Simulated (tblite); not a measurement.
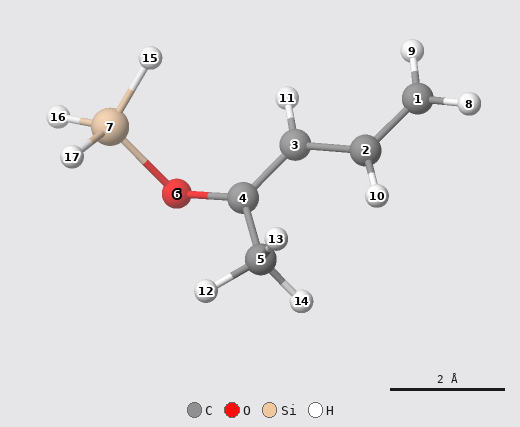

This is the input geometry for a relaxation of C₅H₁₀OSi. A ball-and-stick model, seen from a free direction.

These are results of tblite, GFN2-xTB geometry optimisation, gas phase, not measurements.

```xyz
17

C    -2.7949    0.9826    0.2124
C    -1.8404    0.0858    0.2633
C    -0.4934    0.5071    0.6958
C     0.4602   -0.4168    0.7364
C     0.0793   -1.7984    0.3811
O     1.7318   -0.0429    1.1378
Si    2.7060    0.8415    0.0018
H    -3.7828    0.6550   -0.0961
H    -2.6538    2.0263    0.4607
H    -2.0911   -0.9264    0.0121
H    -0.3010    1.5427    0.9499
H     1.0473   -2.3676    0.2800
H    -0.3943   -1.8777   -0.6068
H    -0.5082   -2.3417    1.1157
H     1.8397    1.7966   -0.6866
H     3.7878    1.4749    0.7757
H     3.2007   -0.1289   -0.9939
```

Where does the relaxation end?

The atom that moves furthest after the best rigid fit is H17 (1.93 Å). By element the largest moves are H 1.93 Å, O 0.82 Å, C 0.48 Å, Si 0.25 Å. Near-neighbour distances that change, for instance: O6–Si7 1.738 → 1.626 Å, C5–H12 1.127 → 1.087 Å, C2–C3 1.476 → 1.440 Å, C4–O6 1.385 → 1.351 Å. Bond angles that change, for instance: C4–O6–Si7 117.6° → 134.6°, C5–C4–O6 124.0° → 112.4°, C3–C4–C5 117.3° → 125.2°. Groups turn about C4–O6 by about 70°, C4–C5 by about 30°. The energy falls by 69.8 kJ/mol in 135 geometry steps. The run took 0.75 s on 1 thread of Arm Neoverse V2 (shared host).

Final geometry:

```xyz
17

C    -2.8209    1.0839    0.1044
C    -1.9210    0.1147    0.2523
C    -0.4997    0.3480    0.2430
C     0.4453   -0.5905    0.3872
C     0.1867   -2.0570    0.5840
O     1.7641   -0.3004    0.3566
Si    2.6286    1.0539    0.1088
H    -3.8787    0.8875    0.1174
H    -2.5251    2.1104   -0.0362
H    -2.2511   -0.9064    0.3825
H    -0.1831    1.3736    0.1083
H     1.0820   -2.5232    0.9878
H    -0.0482   -2.5307   -0.3691
H    -0.6411   -2.2219    1.2679
H     2.3212    2.0730    1.1145
H     3.9648    0.4993    0.2554
H     2.3689    1.5980   -1.2255
```

The end point in the same view:

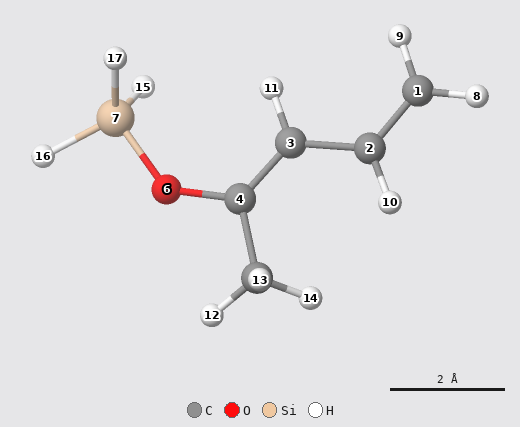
